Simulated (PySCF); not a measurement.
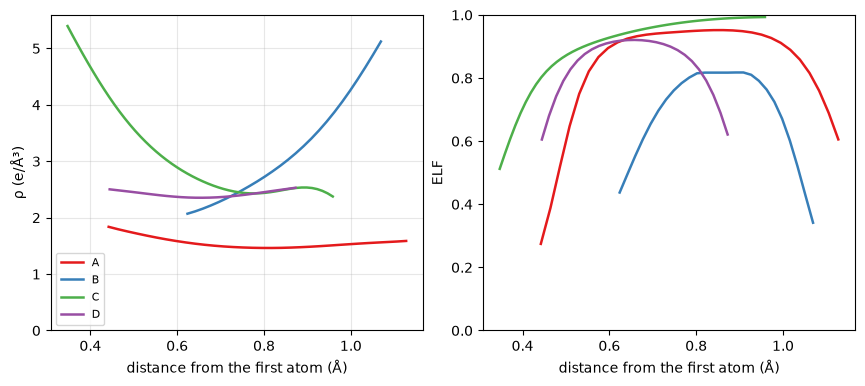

C₃H₆O₃S (SMILES C/C=C/S(=O)(=O)O). Total electron density and electron localisation function along straight lines between neighbouring atoms. The curves leave out the atomic cores.

Geometry: GFN2-xTB.

Level of theory: PBE0/pcSseg-1, SCF density, gas phase, non-relativistic in PySCF.

```tsv
atom	x (Å)	y (Å)	z (Å)
C	-2.2177	0.0843	0.2385
C	-0.7326	0.0135	0.2452
C	0.0336	-0.2980	-0.7796
S	1.7866	-0.3026	-0.5466
O	2.4035	-1.3243	-1.3394
O	2.0956	-0.2154	0.8423
O	2.1705	1.1068	-1.2525
H	-2.5375	1.0874	0.5164
H	-2.6207	-0.6036	0.9799
H	-2.6226	-0.1640	-0.7385
H	-0.2348	0.2352	1.1799
H	-0.2909	-0.5535	-1.7702
H	2.7625	0.9347	-1.9862
```

**Which curve belongs to which contact (C–C, C–S, O–H and S–O)? The first atom named is at distance zero.**

Curve A: C–S (1.77 Å): the density is about 1.5 e/Å³ at the midpoint; the ELF peaks at about 0.95 between the atoms, as expected for a covalent bond. Curve B: S–O (1.43 Å): ρ is about 2.3 e/Å³ halfway; the ELF peaks at about 0.80 between the atoms: a polar covalent bond. Curve C: O–H (0.96 Å): the density is about 3.8 e/Å³ at the midpoint; the ELF climbs to about 1 towards the hydrogen, as it does in any bond to H: a covalent bond by its length. Curve D: C–C (1.32 Å): ρ at the midpoint is about 2.4 e/Å³; the ELF peaks at about 0.90 between the atoms: a multiple bond.
